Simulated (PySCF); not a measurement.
The calculation's input:

```
{"job": {"kind": "nmr", "xc": "PBE0", "basis": "pcSseg-1"}, "charge": 0, "multiplicity": 1}
C      2.644853     0.151628    -0.548418
Si     1.322009    -0.730122     0.494454
Si    -0.793394    -0.339978    -0.385143
C     -2.178522    -1.025954     0.722615
C     -1.101280     1.556241    -0.519614
Cl    -0.722418     2.328077     1.047590
H      3.645574    -0.059376    -0.182819
H      2.601224    -0.163820    -1.587548
H      2.509283     1.229471    -0.525345
H      1.468959    -0.287126     1.887611
H      1.624980    -2.170995     0.486431
H     -1.045723    -0.811581    -1.764554
H     -3.164365    -0.846308     0.302252
H     -2.070730    -2.097292     0.861120
H     -2.151077    -0.564955     1.706008
H     -2.134015     1.811344    -0.745411
H     -0.462356     2.032774    -1.259138
```

Command:

```sh
OMP_NUM_THREADS=1 python probes_run.py task.json out
```

Geometry: GFN2-xTB.

Computed with PBE0/pcSseg-1, SCF density, gas phase, non-relativistic (PySCF 2.14.0).

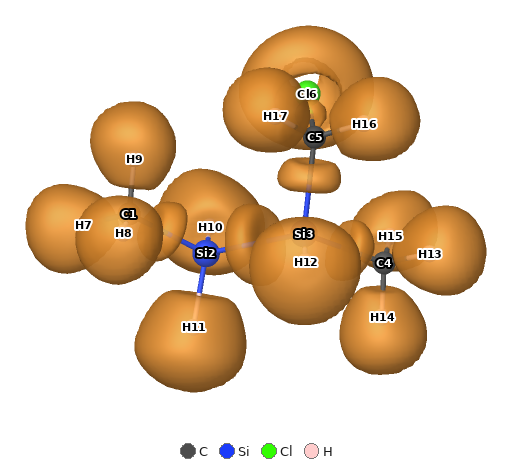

C₃H₁₁ClSi₂. Isosurface of the ELF at 0.8 (orange), seen at a tilt. Core shells and regions of very low density are left out.

Question: Describe the localisation domains.

Answer: The surface consists of one region between bonded C–Cl atoms (shared pairs), three regions between bonded C–Si atoms (shared pairs), one region between bonded Si–Si atoms (shared pairs), eleven regions around hydrogen nuclei and one ring or bowl of non-bonding electrons around Cl. Profiles from the grid: C–Cl (1.79 Å): the ELF peaks at about 0.90 between the atoms: a covalent bond. C–Si (1.90 Å): the ELF peaks at about 0.95 between the atoms, as expected for localised, covalent bonding.
